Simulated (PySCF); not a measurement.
# C2H2N2Si: spin-spin couplings and electronic excitations at several levels of theory, part 2 of 2

PySCF 2.14.0. Atoms count from 0. The steps go on from the part before.

## Step 8: TDDFT and polarisability: PBE/def2-SVPD

The job: settings as JSON, then the geometry in Å.

```
{"job": {"kind": "uv", "xc": "PBE", "basis": "def2-SVPD", "ip": true}, "charge": 0, "multiplicity": 1}
N     -2.624699    -0.586983     0.219979
C     -1.550467    -0.157634     0.149552
Si     0.149054     0.565141     0.046084
C      1.316696    -0.836632    -0.260799
N      2.065889    -1.699975    -0.453072
H      0.483955     1.204490     1.340571
H      0.205900     1.504399    -1.099061
```

Level: TDDFT PBE/def2-SVPD, vertical, gas phase, core orbitals frozen in the response.

The log of the run:

```text
coarse grid: 7160 points
cycle   1  E = -475.6543221699  dE =  3.905e-01  |g| = 4.417e-01  |ddm| = 3.476e+00
cycle   2  E = -475.1965550160  dE =  4.578e-01  |g| = 1.414e+00  |ddm| = 1.947e+00
cycle   3  E = -475.6970061187  dE = -5.005e-01  |g| = 2.183e-01  |ddm| = 1.329e+00
cycle   4  E = -475.7081114454  dE = -1.111e-02  |g| = 3.002e-02  |ddm| = 2.343e-01
cycle   5  E = -475.7083729626  dE = -2.615e-04  |g| = 6.367e-03  |ddm| = 4.880e-02
cycle   6  E = -475.7083912229  dE = -1.826e-05  |g| = 1.263e-03  |ddm| = 1.231e-02
cycle   7  E = -475.7083916527  dE = -4.298e-07  |g| = 5.691e-04  |ddm| = 2.275e-03
final grid: 67072 points
cycle   8  E = -475.7851907422  dE = -2.322e-06  |g| = 7.276e-03  |ddm| = 2.847e-02
cycle   9  E = -475.7850851553  dE =  1.056e-04  |g| = 2.265e-02  |ddm| = 2.751e-02
cycle  10  E = -475.7852001150  dE = -1.150e-04  |g| = 4.109e-03  |ddm| = 1.927e-02
cycle  11  E = -475.7852044328  dE = -4.318e-06  |g| = 5.426e-04  |ddm| = 4.100e-03
cycle  12  E = -475.7852044816  dE = -4.883e-08  |g| = 2.915e-04  |ddm| = 6.303e-04
cycle  13  E = -475.7852045019  dE = -2.030e-08  |g| = 2.005e-05  |ddm| = 2.537e-04
cycle  14  E = -475.7852045020  dE = -1.153e-10  |g| = 3.124e-06  |ddm| = 3.088e-05
converged SCF energy = -475.7852045020

Static polarisability (au): isotropic 56.867, principal 43.686 55.353 71.561

Singlet excitations
state   eV       nm        f      main configurations
  1   6.4258    192.9   0.00380   H->L 0.92
  2   6.5677    188.8   0.00000   H-1->L+1 0.89
  3   6.6361    186.8   0.01083   H-2->L 0.68, H->L+1 0.27
  4   6.6819    185.6   0.01429   H-1->L 0.79, H-4->L+1 0.16
  5   6.7369    184.0   0.00036   H-2->L+1 0.87
  6   6.7571    183.5   0.00000   H-4->L 0.90
  7   6.8125    182.0   0.01162   H->L+1 0.51, H-2->L 0.17, H-5->L 0.14
  8   6.8506    181.0   0.00310   H-3->L 0.69, H-2->L+2 0.14, H-4->L+1 0.13
  9   6.8823    180.1   0.00000   H-3->L+1 0.81
 10   6.9925    177.3   0.00000   H->L+2 0.91

Triplet excitations (Tamm-Dancoff, eV): 5.6590 5.6774 5.9857 6.0256
Vertical ionisation energy (delta-SCF) = 12.0767 eV
Vertical electron affinity (delta-SCF) = -0.0694 eV
```

Run time: 64 s. Hardware: 1 thread of Arm Neoverse V1, shared host; peak memory 0.48 GiB.

Key values: HOMO -8.99 eV, LUMO -2.64 eV; lowest singlet 6.43 eV.

## Step 9: Ultraviolet spectrum: B3LYP/def2-SVPD

Same as in step 8 but for these lines:

```diff
@@ -1,2 +1,2 @@
-{"job": {"kind": "uv", "xc": "PBE", "basis": "def2-SVPD", "ip": true}, "charge": 0, "multiplicity": 1}
+{"job": {"kind": "uv", "xc": "B3LYP", "basis": "def2-SVPD", "ip": true}, "charge": 0, "multiplicity": 1}
 N     -2.624699    -0.586983     0.219979
```

Level: TDDFT B3LYP/def2-SVPD, vertical, gas phase, core orbitals frozen in the response.

The log of the run:

```text
coarse grid: 7160 points
cycle   1  E = -476.0474500714  dE =  4.013e-01  |g| = 4.815e-01  |ddm| = 3.389e+00
cycle   2  E = -475.6981563764  dE =  3.493e-01  |g| = 1.300e+00  |ddm| = 1.682e+00
cycle   3  E = -476.1106077669  dE = -4.125e-01  |g| = 8.464e-02  |ddm| = 1.119e+00
cycle   4  E = -476.1123932313  dE = -1.785e-03  |g| = 2.827e-02  |ddm| = 1.501e-01
cycle   5  E = -476.1125928650  dE = -1.996e-04  |g| = 3.079e-03  |ddm| = 3.275e-02
cycle   6  E = -476.1125958807  dE = -3.016e-06  |g| = 4.630e-04  |ddm| = 5.965e-03
final grid: 67072 points
cycle   7  E = -476.1787408844  dE = -8.387e-06  |g| = 1.635e-03  |ddm| = 3.238e-02
cycle   8  E = -476.1787399880  dE =  8.964e-07  |g| = 2.629e-03  |ddm| = 6.089e-03
cycle   9  E = -476.1787413866  dE = -1.399e-06  |g| = 1.045e-03  |ddm| = 2.957e-03
cycle  10  E = -476.1787416409  dE = -2.543e-07  |g| = 8.378e-05  |ddm| = 8.203e-04
cycle  11  E = -476.1787416404  dE =  5.497e-10  |g| = 1.017e-04  |ddm| = 1.465e-04
cycle  12  E = -476.1787416426  dE = -2.200e-09  |g| = 1.483e-05  |ddm| = 8.725e-05
cycle  13  E = -476.1787416426  dE = -5.775e-11  |g| = 2.599e-06  |ddm| = 2.224e-05
converged SCF energy = -476.1787416426

Static polarisability (au): isotropic 55.214, principal 42.908 53.846 68.889

Singlet excitations
state   eV       nm        f      main configurations
  1   6.7380    184.0   0.00240   H->L 0.76, H-3->L+2 0.10
  2   6.8167    181.9   0.00000   H-3->L 0.39, H-1->L+1 0.37, H->L+2 0.15
  3   7.0109    176.8   0.00000   H-1->L+1 0.50, H-3->L 0.32, H->L+2 0.11
  4   7.0365    176.2   0.00345   H-1->L 0.50, H-3->L+1 0.33
  5   7.0403    176.1   0.00955   H->L+1 0.47, H-2->L 0.33
  6   7.1756    172.8   0.00154   H-2->L+1 0.65, H-1->L+3 0.14, H->L 0.10
  7   7.5990    163.2   0.00037   H-4->L 0.49, H-2->L+2 0.29, H-1->L 0.14
  8   7.6749    161.5   0.00011   H-2->L 0.39, H-5->L 0.27, H-1->L+2 0.25
  9   7.7057    160.9   0.00000   H->L+2 0.53, H-4->L+1 0.23, H-3->L 0.17
 10   7.7822    159.3   0.00000   H-4->L+1 0.61, H->L+2 0.20, H-3->L 0.09

Triplet excitations (Tamm-Dancoff, eV): 5.6577 5.6617 6.1174 6.1276
Vertical ionisation energy (delta-SCF) = 12.3168 eV
Vertical electron affinity (delta-SCF) = -0.1801 eV
```

Run time: 34 s. Hardware: 1 thread of Arm Neoverse V1, shared host; peak memory 0.54 GiB.

This run: HOMO -10.08 eV, LUMO -1.88 eV; lowest singlet 6.74 eV.

## Step 10: TDDFT and polarisability: PBE0/def2-SVPD

Same as in step 9 but for these lines:

```diff
@@ -1,2 +1,2 @@
-{"job": {"kind": "uv", "xc": "B3LYP", "basis": "def2-SVPD", "ip": true}, "charge": 0, "multiplicity": 1}
+{"job": {"kind": "uv", "xc": "PBE0", "basis": "def2-SVPD", "ip": true}, "charge": 0, "multiplicity": 1}
 N     -2.624699    -0.586983     0.219979
```

With the program's defaults for keys left out, this is: TDDFT PBE0/def2-SVPD, vertical, gas phase, core orbitals frozen in the response.

The log of the run:

```text
coarse grid: 7160 points
cycle   1  E = -475.6920201032  dE =  3.995e-01  |g| = 4.566e-01  |ddm| = 3.327e+00
cycle   2  E = -475.4214124013  dE =  2.706e-01  |g| = 1.169e+00  |ddm| = 1.492e+00
cycle   3  E = -475.7503991181  dE = -3.290e-01  |g| = 6.549e-02  |ddm| = 9.801e-01
cycle   4  E = -475.7515298276  dE = -1.131e-03  |g| = 2.525e-02  |ddm| = 1.267e-01
cycle   5  E = -475.7516858778  dE = -1.561e-04  |g| = 2.545e-03  |ddm| = 3.036e-02
cycle   6  E = -475.7516878283  dE = -1.951e-06  |g| = 4.448e-04  |ddm| = 5.075e-03
final grid: 67072 points
cycle   7  E = -475.8089897489  dE = -6.705e-06  |g| = 3.529e-03  |ddm| = 2.074e-02
cycle   8  E = -475.8089843184  dE =  5.431e-06  |g| = 6.114e-03  |ddm| = 1.072e-02
cycle   9  E = -475.8089922932  dE = -7.975e-06  |g| = 1.880e-03  |ddm| = 6.290e-03
cycle  10  E = -475.8089931254  dE = -8.322e-07  |g| = 8.990e-05  |ddm| = 1.517e-03
cycle  11  E = -475.8089931260  dE = -5.865e-10  |g| = 8.297e-05  |ddm| = 1.532e-04
cycle  12  E = -475.8089931274  dE = -1.447e-09  |g| = 1.877e-05  |ddm| = 7.905e-05
cycle  13  E = -475.8089931275  dE = -8.311e-11  |g| = 2.220e-06  |ddm| = 2.656e-05
converged SCF energy = -475.8089931275

Static polarisability (au): isotropic 54.862, principal 42.556 53.500 68.529

Singlet excitations
state   eV       nm        f      main configurations
  1   6.7810    182.8   0.00216   H->L 0.69, H-3->L+2 0.11, H-2->L+1 0.10
  2   6.8512    181.0   0.00000   H-3->L 0.39, H-1->L+1 0.33, H->L+2 0.17
  3   7.1326    173.8   0.00000   H-1->L+1 0.51, H-3->L 0.29, H->L+2 0.11
  4   7.1530    173.3   0.00976   H->L+1 0.45, H-2->L 0.33
  5   7.1571    173.2   0.00348   H-1->L 0.49, H-3->L+1 0.32, H->L+3 0.09
  6   7.2761    170.4   0.00212   H-2->L+1 0.58, H-1->L+3 0.16, H->L 0.14
  7   7.7031    161.0   0.00001   H-4->L 0.52, H-2->L+2 0.27, H-1->L 0.12
  8   7.7991    159.0   0.00002   H-5->L 0.35, H-2->L 0.32, H-1->L+2 0.20
  9   7.8519    157.9   0.00000   H-4->L+1 0.61, H->L+2 0.15, H-2->L+3 0.12
 10   7.9406    156.1   0.00644   H-5->L+1 0.49, H-2->L+1 0.18, H-1->L+3 0.15

Triplet excitations (Tamm-Dancoff, eV): 5.5850 5.5929 6.0925 6.1024
Vertical ionisation energy (delta-SCF) = 12.3845 eV
Vertical electron affinity (delta-SCF) = -0.1975 eV
```

Run time: 34 s. Hardware: 1 thread of Arm Neoverse V1, shared host; peak memory 0.54 GiB.

In short: HOMO -10.32 eV, LUMO -1.67 eV; lowest singlet 6.78 eV.

## Step 11: TDDFT and polarisability: BHandHLYP/def2-SVPD

Same as in step 10 but for these lines:

```diff
@@ -1,2 +1,2 @@
-{"job": {"kind": "uv", "xc": "PBE0", "basis": "def2-SVPD", "ip": true}, "charge": 0, "multiplicity": 1}
+{"job": {"kind": "uv", "xc": "BHandHLYP", "basis": "def2-SVPD", "ip": true}, "charge": 0, "multiplicity": 1}
 N     -2.624699    -0.586983     0.219979
```

With the program's defaults for keys left out, this is: TDDFT BHandHLYP/def2-SVPD, vertical, gas phase, core orbitals frozen in the response.

The log of the run:

```text
coarse grid: 7160 points
cycle   1  E = -475.9168049996  dE =  4.214e-01  |g| = 5.249e-01  |ddm| = 3.228e+00
cycle   2  E = -475.7715585287  dE =  1.452e-01  |g| = 9.964e-01  |ddm| = 1.310e+00
cycle   3  E = -476.0014290239  dE = -2.299e-01  |g| = 3.889e-02  |ddm| = 8.472e-01
cycle   4  E = -476.0020384892  dE = -6.095e-04  |g| = 1.616e-02  |ddm| = 1.274e-01
cycle   5  E = -476.0021105848  dE = -7.210e-05  |g| = 2.719e-03  |ddm| = 3.151e-02
cycle   6  E = -476.0021128084  dE = -2.224e-06  |g| = 8.293e-04  |ddm| = 5.303e-03
final grid: 67072 points
cycle   7  E = -476.0453008499  dE = -4.897e-06  |g| = 1.095e-03  |ddm| = 2.732e-02
cycle   8  E = -476.0453007071  dE =  1.428e-07  |g| = 1.548e-03  |ddm| = 3.357e-03
cycle   9  E = -476.0453012163  dE = -5.092e-07  |g| = 2.850e-04  |ddm| = 1.387e-03
cycle  10  E = -476.0453012355  dE = -1.916e-08  |g| = 1.147e-04  |ddm| = 3.582e-04
cycle  11  E = -476.0453012382  dE = -2.698e-09  |g| = 3.159e-05  |ddm| = 1.984e-04
cycle  12  E = -476.0453012384  dE = -2.086e-10  |g| = 1.016e-05  |ddm| = 3.389e-05
converged SCF energy = -476.0453012384

Static polarisability (au): isotropic 53.386, principal 41.751 52.113 66.295

Singlet excitations
state   eV       nm        f      main configurations
  1   6.6855    185.5   0.00062   H->L 0.44, H-2->L+2 0.15, H-3->L+1 0.14
  2   6.6919    185.3   0.00002   H-2->L 0.35, H-1->L+1 0.24, H->L+2 0.15
  3   7.0415    176.1   0.00000   H-1->L+1 0.43, H-2->L 0.23, H-3->L+4 0.15
  4   7.0582    175.7   0.00156   H-1->L 0.37, H-2->L+1 0.29, H->L+4 0.14
  5   7.0992    174.6   0.00374   H->L+1 0.33, H-3->L 0.29, H-2->L+4 0.14
  6   7.1617    173.1   0.00158   H-3->L+1 0.42, H-1->L+4 0.26, H->L 0.17
  7   8.2253    150.7   0.00083   H-4->L 0.53, H-5->L+2 0.16, H-3->L+2 0.13
  8   8.3497    148.5   0.00210   H-5->L 0.50, H-4->L+2 0.20, H-3->L 0.11
  9   8.3804    147.9   0.00000   H-4->L+1 0.60, H-5->L+4 0.20, H-3->L+4 0.09
 10   8.4433    146.8   0.00881   H-5->L+1 0.51, H-4->L+4 0.25, H-3->L+1 0.09

Triplet excitations (Tamm-Dancoff, eV): 5.4573 5.4632 6.0247 6.0346
Vertical ionisation energy (delta-SCF) = 12.6863 eV
```

Run time: 28 s. Hardware: 1 thread of Arm Neoverse V1, shared host; peak memory 0.53 GiB.

This run: HOMO -11.53 eV, LUMO -0.60 eV; lowest singlet 6.69 eV.

## Step 12: Ultraviolet spectrum: CAM-B3LYP/def2-SVPD

Same as in step 11 but for these lines:

```diff
@@ -1,2 +1,2 @@
-{"job": {"kind": "uv", "xc": "BHandHLYP", "basis": "def2-SVPD", "ip": true}, "charge": 0, "multiplicity": 1}
+{"job": {"kind": "uv", "xc": "CAM-B3LYP", "basis": "def2-SVPD", "ip": true}, "charge": 0, "multiplicity": 1}
 N     -2.624699    -0.586983     0.219979
```

With the program's defaults for keys left out, this is: TDDFT CAM-B3LYP/def2-SVPD, vertical, gas phase, core orbitals frozen in the response.

The log of the run:

```text
coarse grid: 7160 points
cycle   1  E = -475.9137468490  dE =  3.937e-01  |g| = 5.568e-01  |ddm| = 3.337e+00
cycle   2  E = -475.7220629172  dE =  1.917e-01  |g| = 1.118e+00  |ddm| = 1.508e+00
cycle   3  E = -476.0037929506  dE = -2.817e-01  |g| = 4.668e-02  |ddm| = 9.363e-01
cycle   4  E = -476.0045138470  dE = -7.209e-04  |g| = 2.003e-02  |ddm| = 1.366e-01
cycle   5  E = -476.0046131021  dE = -9.926e-05  |g| = 2.883e-03  |ddm| = 3.333e-02
cycle   6  E = -476.0046159707  dE = -2.869e-06  |g| = 6.668e-04  |ddm| = 6.985e-03
final grid: 67072 points
cycle   7  E = -476.0718521245  dE = -8.444e-06  |g| = 9.893e-04  |ddm| = 3.107e-02
cycle   8  E = -476.0718523096  dE = -1.851e-07  |g| = 7.019e-04  |ddm| = 4.196e-03
cycle   9  E = -476.0718524133  dE = -1.037e-07  |g| = 3.059e-04  |ddm| = 9.170e-04
cycle  10  E = -476.0718524310  dE = -1.775e-08  |g| = 1.171e-04  |ddm| = 3.338e-04
cycle  11  E = -476.0718524341  dE = -3.062e-09  |g| = 1.405e-05  |ddm| = 1.835e-04
cycle  12  E = -476.0718524341  dE = -2.115e-11  |g| = 1.405e-05  |ddm| = 2.204e-05
converged SCF energy = -476.0718524341

Static polarisability (au): isotropic 54.426, principal 42.623 53.151 67.503

Singlet excitations
state   eV       nm        f      main configurations
  1   6.8463    181.1   0.00129   H->L 0.54, H-3->L+2 0.16, H-2->L+1 0.11
  2   6.8771    180.3   0.00000   H-3->L 0.39, H-1->L+1 0.24, H->L+2 0.19
  3   7.1784    172.7   0.00000   H-1->L+1 0.47, H-3->L 0.21, H-2->L+4 0.12
  4   7.1994    172.2   0.00202   H-1->L 0.39, H-3->L+1 0.30, H->L+4 0.14
  5   7.2151    171.8   0.00601   H->L+1 0.37, H-2->L 0.29, H-1->L+2 0.12
  6   7.3035    169.8   0.00194   H-2->L+1 0.45, H-1->L+4 0.25, H->L 0.14
  7   8.0189    154.6   0.00110   H-4->L 0.52, H-2->L+2 0.19, H-5->L+2 0.11
  8   8.1317    152.5   0.00196   H-5->L 0.44, H-2->L 0.20, H-4->L+2 0.17
  9   8.1746    151.7   0.00000   H-4->L+1 0.62, H-2->L+4 0.14, H-5->L+4 0.13
 10   8.2420    150.4   0.00940   H-5->L+1 0.47, H-4->L+4 0.19, H-2->L+1 0.16

Triplet excitations (Tamm-Dancoff, eV): 5.6687 5.6735 6.1815 6.1856
Vertical ionisation energy (delta-SCF) = 12.7431 eV
Vertical electron affinity (delta-SCF) = -0.3330 eV
```

Run time: 38 s. Hardware: 1 thread of Arm Neoverse V1, shared host; peak memory 0.55 GiB.

This run: HOMO -11.72 eV, LUMO -0.51 eV; lowest singlet 6.85 eV.

## Step 13: Comparing the runs: spin-spin couplings

Couplings (Hz), each a mean over the pairs like the one named, with basis size and wall time:

```
            run  Si2–H5  C1–Si2  N0–C1  C1–H5  H5–H6  C1–C3  N0–Si2  functions   time
B3LYP/def2-TZVP  -224.1   -71.9  -10.9    8.5    7.3    5.6    -2.1        173   17 s
  B3LYP/cc-pVTZ  -208.6   -75.8  -44.5    7.5    6.4    4.3    -2.8        182   18 s
   B3LYP/6-31G*  -231.1   -82.3  -15.5    5.4    6.5    3.5    -2.7         78  6.4 s
```

## Step 14: Run by run: electronic excitations

Excitations and ground-state properties, with basis size and wall time:

| run | lowest singlet (eV) | brightest (eV) | f | gap (eV) | α (Å³) | μ (D) | functions | time |
| --- | --- | --- | --- | --- | --- | --- | --- | --- |
| HF/def2-SVPD | 6.10 | 9.07 | 0.009 | 15.14 | 7.68 | 3.94 | 120 | 6.8 s |
| LDA/def2-SVPD | 6.36 | 6.75 | 0.019 | 6.26 | 8.55 | 3.78 | 120 | 44 s |
| PBE/def2-SVPD | 6.43 | 6.68 | 0.014 | 6.35 | 8.43 | 3.63 | 120 | 64 s |
| B3LYP/def2-SVPD | 6.74 | 7.04 | 0.010 | 8.20 | 8.18 | 3.75 | 120 | 34 s |
| PBE0/def2-SVPD | 6.78 | 7.15 | 0.010 | 8.65 | 8.13 | 3.73 | 120 | 34 s |
| BHandHLYP/def2-SVPD | 6.69 | 8.44 | 0.009 | 10.93 | 7.91 | 3.85 | 120 | 28 s |
| CAM-B3LYP/def2-SVPD | 6.85 | 8.24 | 0.009 | 11.21 | 8.07 | 3.82 | 120 | 38 s |

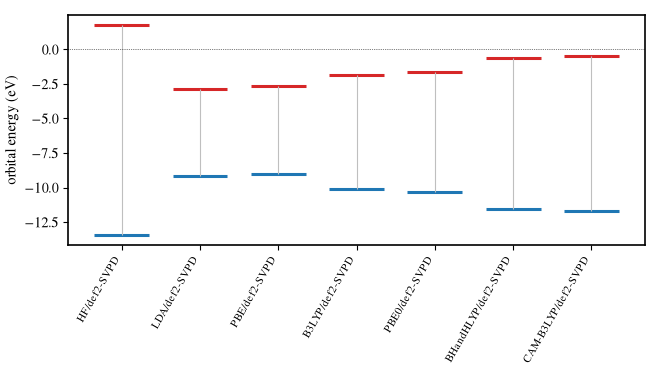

HOMO (blue) and LUMO (red) run by run.

## Step 15: Outcome

The summary covers parts 1 to 2.

| quantity | value |
| --- | --- |
| point group | C2v |
| rotational constants (main isotopes) | 9.40, 2.28, 1.87 GHz |
| largest coupling of the table (B3LYP/def2-TZVP) | ¹J(Si,H) Si2–H5, -224.1 Hz |
| lowest singlet (HF/def2-SVPD) | 6.10 eV (203 nm), f = 0.000 |
| brightest single state of those computed | state 10, 9.07 eV, f = 0.009 |
| lowest triplet | 4.75 eV |
| range of J(Si2,H5), mean over like pairs | -231.1 to -208.6 Hz |
| range of the lowest singlet | 6.10 to 6.85 eV |

Single values in the summary come from the first run of each kind that ended normally (B3LYP/def2-TZVP; HF/def2-SVPD), which need not be the best level. Relaxing lowered the energy by 0.176 eV in 7 steps; the close pair that moved most is Si2–C3, from 1.907 to 1.850 Å. In the run at B3LYP/def2-TZVP, the largest coupling of the table is Si2–H5 (mean over like pairs), -224.1 Hz, of which the Fermi-contact term gives -224.3 Hz. The lowest singlet, at 6.10 eV, is HOMO−1→LUMO+1 0.21, HOMO−2→LUMO+2 0.18 and is dark; of the 10 states computed, the strongest absorption comes from state 10 at 9.07 eV (the last computed, so partners may be missing). The lowest triplet lies 1.35 eV below the lowest singlet (triplets in Tamm-Dancoff, singlets in full TDDFT). The coupling Si2–H5, as a mean over pairs of its kind, runs from -231.1 Hz (B3LYP/6-31G*) to -208.6 Hz (B3LYP/cc-pVTZ). The lowest singlet runs from 6.10 eV (HF/def2-SVPD) to 6.85 eV (CAM-B3LYP/def2-SVPD), while the orbital gap spans 6.26 to 15.14 eV: the excitation energy moves far less from run to run than the orbital gap does. The lowest state need not be the same one in every run. The runs solved for a few states only, so the brightest column depends on that window. Couplings from bases without tight functions are rough.
